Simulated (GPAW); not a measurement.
Band structure of MgSe (F-43m, 2 atoms in the cell).

```yaml
crystal:
  lattice:
    - [0.00000, 2.96893, 2.96893]
    - [2.96893, 0.00000, 2.96893]
    - [2.96893, 2.96893, 0.00000]
  atoms:
    - { symbol: Mg, position: [0.00000, 0.00000, 0.00000] }
    - { symbol: Se, position: [0.25000, 0.25000, 0.25000] }
```

Method: PBEsol, GPAW PAW datasets PBEsol (made by gpaw-setup) (plane waves; GPAW).

Settings: mode = pw; ecut = 850 eV; xc = PBEsol; kpts = 7 7 7; mesh shift (steps) = 0 0 0; occupations.name = fermi-dirac; occupations.width = 0 eV; nbands = -8; convergence.density = 1e-05 e/electron; convergence.energy = 1e-05 eV/electron; convergence.bands = -6; symmetry.symmorphic = false; symmetry.tolerance = 0.0005; maxiter = 120.

The starting cell comes from a database of computed structures (which also holds hypothetical and non-ambient phases and stackings), without a prior relaxation at this level.

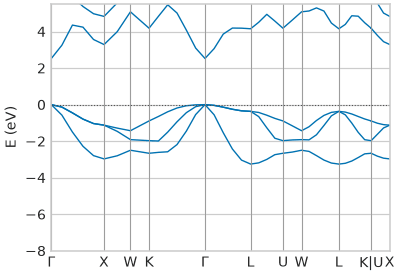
Bands along the path, energies from the top of the valence band on the SCF mesh.

Problem. Read off roughly the gap and where its edges lie.

Solution. The gap along the path is about 2.5 eV (computed: 2.53 eV), direct at Γ to within 0.01 eV.

Levels in eV from the top of the valence band on the SCF mesh, bands 5 to 12:
```json
[
 {"point": "Γ", "5": "-11.63", "6": "0.00", "7": "0.00", "8": "0.00", "9": "2.53", "10": "7.08", "11": "7.08", "12": "7.08"},
 {"point": "X", "5": "-10.88", "6": "-2.97", "7": "-1.12", "8": "-1.12", "9": "3.29", "10": "4.83", "11": "10.64", "12": "11.21"},
 {"point": "W", "5": "-10.87", "6": "-2.50", "7": "-1.92", "8": "-1.43", "9": "5.08", "10": "7.15", "11": "7.46", "12": "7.61"},
 {"point": "K", "5": "-10.89", "6": "-2.66", "7": "-1.97", "8": "-0.89", "9": "4.18", "10": "6.33", "11": "9.03", "12": "9.40"},
 {"point": "L", "5": "-11.06", "6": "-3.25", "7": "-0.37", "8": "-0.37", "9": "4.15", "10": "6.87", "11": "6.87", "12": "8.03"},
 {"point": "U", "5": "-10.89", "6": "-2.66", "7": "-1.97", "8": "-0.89", "9": "4.18", "10": "6.33", "11": "9.03", "12": "9.40"}
]
```
